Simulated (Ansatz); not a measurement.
# Redistribution: C3H5Cl2Ga + C3H7Ga → 2 C3H6ClGa

Species: C3H5Cl2Ga `C=C[CH2][Ga]([Cl])[Cl]`, singlet; C3H7Ga `C=C[CH2][GaH2]`, singlet; C3H6ClGa `C=C[CH2][GaH][Cl]`, singlet. The partners trade Cl for H; both sit on Ga, so the bond types are kept.

Shapes, held fixed at every level: PBE0-D4/def2-TZVP. Flexible molecules stand in one conformer, not always the lowest. Programs: Ansatz 0.2.0. Electronic energies: no zero-point or thermal term.

```json
{"level": "HF/def2-TZVPP", "kind": "Hartree–Fock", "ΔE (kJ/mol)": "-31.2"}
{"level": "SPW92/def2-TZVPP", "kind": "LDA", "ΔE (kJ/mol)": "-1.6"}
{"level": "BHLYP-D4/def2-TZVPP", "kind": "global hybrid", "ΔE (kJ/mol)": "-21.3"}
{"level": "r2SCAN0-D4/def2-TZVPP", "kind": "global hybrid", "ΔE (kJ/mol)": "-12.2"}
{"level": "wB97M-V/def2-TZVPP", "kind": "range-separated hybrid", "ΔE (kJ/mol)": "-13.0"}
{"level": "wB97X-V/def2-TZVPP", "kind": "range-separated hybrid", "ΔE (kJ/mol)": "-15.5"}
{"level": "CCSD(T)/def2-SVP", "kind": "coupled cluster or CI", "ΔE (kJ/mol)": "-13.9"}
{"level": "MP2/def2-TZVPP", "kind": "perturbation theory", "ΔE (kJ/mol)": "-9.2"}
```

MP2/def2-TZVPP gives ΔE = -9.2 kJ/mol; the levels span -31.2 to -1.6. The median of the levels is -13.5. No measured value is set beside it here. Relativity is left out for Ga. Outer-core shells of Ga are correlated, in sets that cover them unevenly.

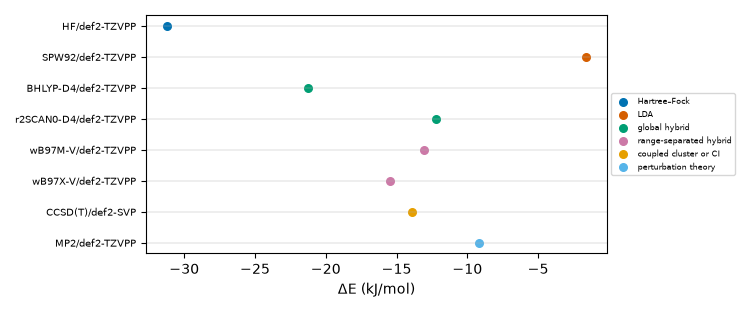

The values of the table, level by level.
